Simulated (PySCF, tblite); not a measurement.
# C5H4O2S: dynamics, then NMR shifts on frames

Aim: move C5H4O2S (`O=c1ccocc1S`) away from its starting geometry and see how NMR shifts follow the geometry.

Computed with tblite 0.8.0 and PySCF 2.14.0, with density-fitted response routines of our own, on a single molecule in the gas phase. Atoms are numbered from 0 throughout.

## (1) Starting geometry

12 atoms, charge 0, multiplicity 1; geometry from: GFN2-xTB.

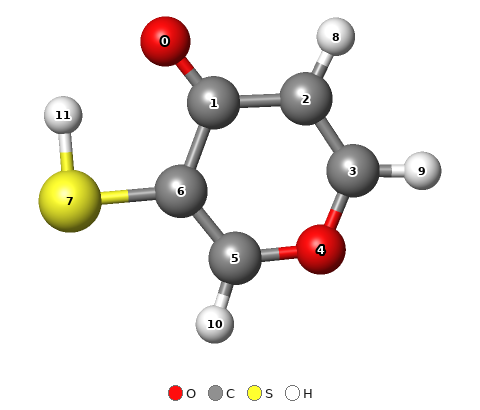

The starting geometry (oxygen red, carbon grey, sulfur yellow, hydrogen white), atoms numbered.

## (2) Dynamics with GFN2-xTB

What the job is given:

```
{"job": {"kind": "md", "xc": "GFN2-xTB", "basis": "xTB", "temperature": 400, "steps": 2000, "every": 50, "frames": 5}, "charge": 0, "multiplicity": 1}
O      0.798811     2.093269    -0.020200
C      0.233604     1.009246     0.002014
C     -1.193362     0.801465     0.097466
C     -1.714199    -0.442222     0.104411
O     -0.992613    -1.558017     0.029788
C      0.344641    -1.444186    -0.055594
C      0.987959    -0.255467    -0.071600
S      2.716353    -0.083660    -0.182216
H     -1.830278     1.667735     0.159448
H     -2.773921    -0.645147     0.170204
H      0.844859    -2.398834    -0.110241
H      2.579345     1.255132    -0.149507
```

Method: GFN2-xTB Langevin dynamics, gas phase.

Started as:

```console
$ OMP_NUM_THREADS=1 python probes_run.py task.json out
```

One launch serves the whole session: the jobs run in the order shown.

Log:

```text
t/fs     T/K      E/eV
    0.0   348.7   -655.67348
   25.0   324.9   -655.20718
   50.0   412.9   -655.10650
   75.0   533.9   -655.18422
  100.0   540.5   -655.19670
  125.0   492.4   -655.18655
  150.0   382.6   -655.12103
  175.0   381.9   -655.06965
  200.0   354.2   -655.06419
  225.0   457.6   -655.00432
  250.0   573.0   -655.22109
  275.0   615.8   -655.16222
  300.0   468.4   -655.20269
  325.0   569.8   -655.25047
  350.0   459.1   -655.24564
  375.0   381.3   -655.40013
  400.0   321.9   -655.07607
  425.0   496.5   -655.21663
  450.0   657.4   -655.11494
  475.0   484.1   -654.75511
  500.0   624.3   -654.86683
  525.0   741.4   -654.97822
  550.0   629.8   -654.95830
  575.0   427.4   -654.66574
  600.0   411.3   -654.68710
  625.0   545.2   -654.81961
  650.0   490.3   -654.80487
  675.0   558.1   -654.95372
  700.0   379.4   -655.06710
  725.0   431.8   -654.75687
  750.0   511.6   -655.10517
  775.0   442.3   -655.01992
  800.0   440.0   -655.06076
  825.0   458.1   -655.06760
  850.0   427.0   -655.09786
  875.0   528.0   -655.17198
  900.0   349.0   -655.17327
  925.0   316.2   -655.25970
  950.0   293.2   -655.29136
  975.0   243.1   -655.35284
 1000.0   236.2   -655.39611
```

Wall time 32 s (1 thread of Intel Xeon Platinum 8175M at 2.50GHz, shared host); peak memory 0.19 GiB.

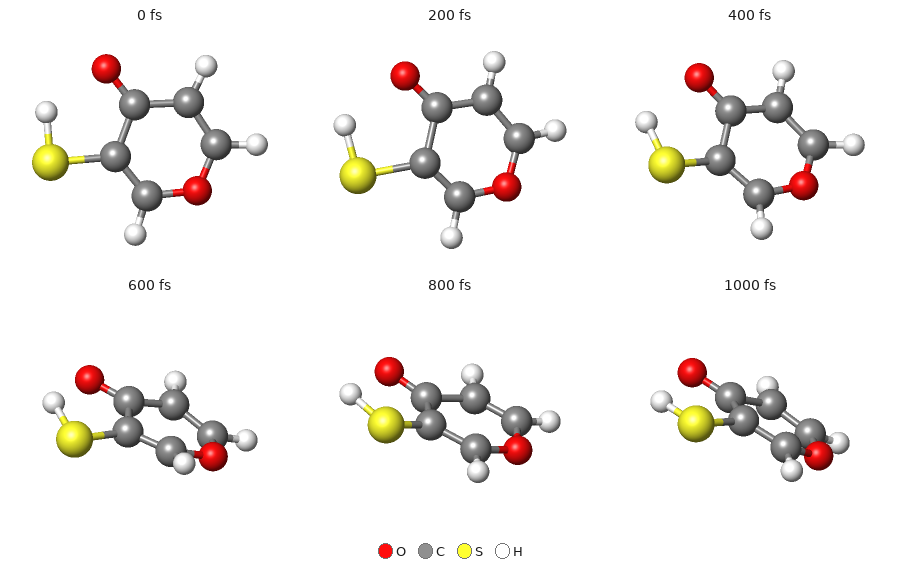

Frames of the run.

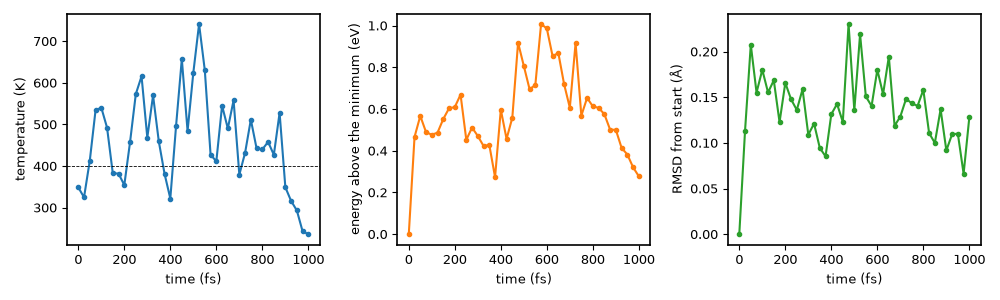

Temperature, potential energy and distance from the start.

Positions (Å) and forces (eV/Å) at 1000 fs:

```xyz
12

O     0.919    1.139    1.159   -0.890   -1.317   -0.745
C     0.033    0.318    0.875   -0.339    1.338    1.643
C    -0.990   -0.135    1.866    1.032    0.095   -1.851
C    -1.875   -1.069    1.484   -0.040    0.316    1.229
O    -2.002   -1.602    0.302   -0.339   -0.214   -1.069
C    -1.200   -1.151   -0.670    0.517   -0.271    0.552
C    -0.211   -0.261   -0.438    0.822   -0.211   -0.021
S     1.033   -0.024   -1.639    0.017    0.082   -0.595
H    -0.965    0.272    2.837    0.069    0.206    0.733
H    -2.562   -1.496    2.180   -0.504   -0.171    0.399
H    -1.250   -1.729   -1.562   -0.279   -0.060   -0.569
H     1.841    0.674   -0.856   -0.066    0.208    0.295
```

## (3) Nuclear shieldings: 250 fs, PBE0/pcSseg-1

What the job is given:

```
{"job": {"kind": "nmr", "xc": "PBE0", "basis": "pcSseg-1", "pop": false}, "charge": 0, "multiplicity": 1}
O      0.617100     2.193800     0.255200
C     -0.093800     1.206400     0.449100
C     -1.453500     1.110000     0.769800
C     -2.141300    -0.062100     0.784300
O     -1.650700    -1.237800     0.426300
C     -0.353600    -1.276800     0.165700
C      0.504200    -0.204600     0.198300
S      2.096900    -0.285400    -0.260900
H     -1.982400     1.970800     1.149000
H     -3.175200    -0.011500     0.923600
H      0.057200    -2.183600    -0.157600
H      2.095700     1.020400    -0.503000
```

With the program's defaults for keys left out, this is: GIAO PBE0/pcSseg-1 NMR shielding, non-relativistic, gas phase.

Log:

```text
coarse grid: 11712 points
cycle   1  E = -740.7386617202  dE =  1.840e+00  |g| = 8.330e-01  |ddm| = 3.604e+00
cycle   2  E = -740.0234432392  dE =  7.152e-01  |g| = 1.959e+00  |ddm| = 3.501e+00
cycle   3  E = -740.8662441525  dE = -8.428e-01  |g| = 2.635e-01  |ddm| = 2.961e+00
cycle   4  E = -740.8779372360  dE = -1.169e-02  |g| = 1.437e-01  |ddm| = 3.596e-01
cycle   5  E = -740.8814658480  dE = -3.529e-03  |g| = 4.836e-02  |ddm| = 1.346e-01
cycle   6  E = -740.8819703184  dE = -5.045e-04  |g| = 1.476e-02  |ddm| = 5.236e-02
cycle   7  E = -740.8820256814  dE = -5.536e-05  |g| = 4.386e-03  |ddm| = 1.653e-02
cycle   8  E = -740.8820292901  dE = -3.609e-06  |g| = 1.329e-03  |ddm| = 3.840e-03
final grid: 111696 points
cycle   9  E = -740.9518294746  dE = -3.837e-06  |g| = 1.512e-02  |ddm| = 2.808e-02
cycle  10  E = -740.9517048401  dE =  1.246e-04  |g| = 2.938e-02  |ddm| = 3.915e-02
cycle  11  E = -740.9518707361  dE = -1.659e-04  |g| = 3.505e-03  |ddm| = 2.962e-02
cycle  12  E = -740.9518730631  dE = -2.327e-06  |g| = 5.535e-04  |ddm| = 3.468e-03
cycle  13  E = -740.9518731067  dE = -4.360e-08  |g| = 2.470e-04  |ddm| = 6.215e-04
cycle  14  E = -740.9518731229  dE = -1.621e-08  |g| = 6.936e-05  |ddm| = 3.327e-04
cycle  15  E = -740.9518731242  dE = -1.244e-09  |g| = 1.898e-05  |ddm| = 8.347e-05
cycle  16  E = -740.9518731243  dE = -8.390e-11  |g| = 3.956e-06  |ddm| = 2.930e-05
converged SCF energy = -740.9518731243

GIAO shielding tensors (ppm)
atom      isotropic    diamagn.    paramagn.     s11        s22        s33       span
  0 O     -148.218     399.994    -548.212   -592.265   -238.329    385.940    978.205
  1 C       11.681     245.450    -233.769    -79.219     -9.123    123.385    202.604
  2 C       73.019     259.856    -186.837    -16.786     82.972    152.871    169.657
  3 C       28.557     251.310    -222.752    -74.378     46.850    113.199    187.577
  4 O       98.429     394.140    -295.711    -71.097     -2.957    369.341    440.437
  5 C       36.139     251.732    -215.593    -64.708     64.028    109.098    173.806
  6 C       33.455     269.750    -236.295    -58.280     19.174    139.472    197.752
  7 S      645.378    1057.534    -412.156    444.808    710.263    781.062    336.253
  8 H       25.487      29.546      -4.059     22.816     25.739     27.905      5.089
  9 H       24.406      28.985      -4.579     20.879     24.567     27.771      6.892
 10 H       23.859      32.005      -8.146     18.924     22.836     29.817     10.894
 11 H       26.091      30.321      -4.230     18.374     24.432     35.466     17.092
```

Wall time 31 s (1 thread of Intel Xeon Platinum 8175M at 2.50GHz, shared host); peak memory 0.74 GiB.

The references, computed at this level on geometries of the same kind, shield at (ppm): 1H TMS 31.72, 13C TMS 186.9, 17O H2O 336.1, 33S CS2 504. Their shielding less the atom's gives the shift. The references are single molecules in the gas phase, so shifts against H2O, NH3, PH3, H3PO4 or CFCl3 are not on the usual liquid scales and can be off by tens of ppm. Each atom is listed at this fixed geometry, with no averaging over motion; a spectrum would average atoms that exchange fast.

```csv
atoms,environment,σ (ppm),δ (ppm)
C1,ring carbonyl carbon,11.7,175.2
C3,aromatic CH next to the ring oxygen,28.6,158.4
C6,aromatic carbon bearing sulfur,33.5,153.5
C5,aromatic CH next to the ring oxygen,36.1,150.8
C2,aromatic CH,73.0,113.9
H10,hydrogen on an aromatic CH next to the ring oxygen,23.86,7.86
H9,hydrogen on an aromatic CH next to the ring oxygen,24.41,7.31
H8,hydrogen on an aromatic CH,25.49,6.23
H11,hydrogen on a thiol sulfur,26.09,5.63
O0,carbonyl oxygen,-148.2,484.3
O4,aromatic ring oxygen,98.4,237.7
S7,thiol sulfur,645,-142
```

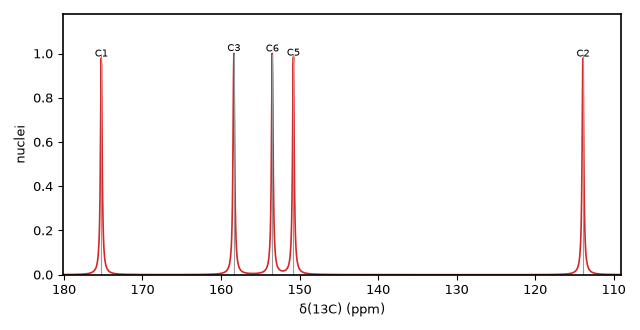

13C lines at the computed shifts, without couplings. Lines are broadened to a width of 0.25 ppm (Lorentzian).

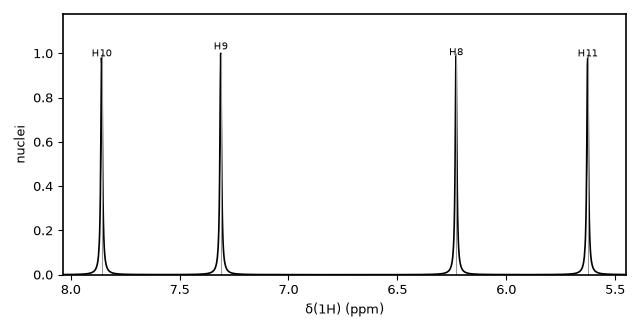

1H lines at the computed shifts, without couplings. Lines are broadened to a width of 0.01 ppm (Lorentzian).

Ring of atoms C1, C2, C3, O4, C5, C6: NICS(0) -1.1, NICS(1) -5.0, NICS(1)zz -9.4 ppm (means of both faces).

## (4) Nuclear shieldings: 425 fs, PBE0/pcSseg-1

What the job is given:

```
{"job": {"kind": "nmr", "xc": "PBE0", "basis": "pcSseg-1", "pop": false}, "charge": 0, "multiplicity": 1}
O      0.481800     1.821900     0.941100
C     -0.214400     0.795400     0.885000
C     -1.479800     0.630600     1.552300
C     -2.255200    -0.504700     1.303200
O     -1.893300    -1.503100     0.503500
C     -0.716700    -1.430900    -0.152600
C      0.109500    -0.272700    -0.068200
S      1.601000    -0.080400    -0.996600
H     -1.692700     1.375400     2.299900
H     -3.229700    -0.751400     1.656600
H     -0.550100    -2.309800    -0.712800
H      1.617600     1.167700    -0.738300
```

Method: GIAO PBE0/pcSseg-1 NMR shielding, non-relativistic, gas phase.

Log:

```text
coarse grid: 11712 points
cycle   1  E = -740.7177810888  dE =  1.601e+00  |g| = 8.815e-01  |ddm| = 3.539e+00
cycle   2  E = -737.6117383338  dE =  3.106e+00  |g| = 2.970e+00  |ddm| = 3.601e+00
cycle   3  E = -740.8066065023  dE = -3.195e+00  |g| = 5.473e-01  |ddm| = 3.492e+00
cycle   4  E = -740.8722556124  dE = -6.565e-02  |g| = 2.464e-01  |ddm| = 6.368e-01
cycle   5  E = -740.8781989799  dE = -5.943e-03  |g| = 1.498e-01  |ddm| = 2.774e-01
cycle   6  E = -740.8835076917  dE = -5.309e-03  |g| = 3.886e-02  |ddm| = 1.537e-01
cycle   7  E = -740.8838699213  dE = -3.622e-04  |g| = 1.169e-02  |ddm| = 4.220e-02
cycle   8  E = -740.8838957985  dE = -2.588e-05  |g| = 3.107e-03  |ddm| = 1.122e-02
cycle   9  E = -740.8838981969  dE = -2.398e-06  |g| = 1.040e-03  |ddm| = 4.274e-03
final grid: 111696 points
cycle  10  E = -740.9540082623  dE = -8.030e-06  |g| = 1.427e-02  |ddm| = 2.869e-02
cycle  11  E = -740.9538964143  dE =  1.118e-04  |g| = 2.789e-02  |ddm| = 3.693e-02
cycle  12  E = -740.9540455586  dE = -1.491e-04  |g| = 3.008e-03  |ddm| = 2.804e-02
cycle  13  E = -740.9540472492  dE = -1.691e-06  |g| = 5.487e-04  |ddm| = 3.114e-03
cycle  14  E = -740.9540472925  dE = -4.328e-08  |g| = 2.662e-04  |ddm| = 6.331e-04
cycle  15  E = -740.9540473113  dE = -1.879e-08  |g| = 7.473e-05  |ddm| = 3.462e-04
cycle  16  E = -740.9540473127  dE = -1.495e-09  |g| = 1.785e-05  |ddm| = 9.214e-05
cycle  17  E = -740.9540473128  dE = -8.208e-11  |g| = 4.321e-06  |ddm| = 2.942e-05
converged SCF energy = -740.9540473128

GIAO shielding tensors (ppm)
atom      isotropic    diamagn.    paramagn.     s11        s22        s33       span
  0 O     -177.787     401.336    -579.123   -644.216   -249.214    360.069   1004.285
  1 C        9.338     244.560    -235.222    -79.777    -14.957    122.747    202.525
  2 C       63.997     258.428    -194.431    -24.075     64.317    151.749    175.824
  3 C       22.492     248.484    -225.992    -74.877     31.099    111.253    186.130
  4 O       66.590     394.121    -327.531    -88.903    -61.168    349.841    438.744
  5 C       24.596     250.291    -225.694    -78.081     45.956    105.914    183.996
  6 C       33.469     266.225    -232.757    -44.886     14.394    130.899    175.785
  7 S      613.303    1056.794    -443.490    369.679    674.807    795.424    425.745
  8 H       24.671      29.488      -4.818     22.733     24.031     27.248      4.516
  9 H       23.907      27.713      -3.807     20.187     24.338     27.196      7.008
 10 H       23.603      31.347      -7.744     19.793     22.322     28.692      8.899
 11 H       27.358      31.694      -4.336     19.054     26.042     36.977     17.923
```

Run time: 32 s. Hardware: 1 thread of Intel Xeon Platinum 8175M at 2.50GHz, shared host; peak memory 0.77 GiB.

In short: δ C1 177.6, C3 164.4, C5 162.3, C6 153.5, H10 8.11, H9 7.81 ppm.

[end of part 1 of 2]
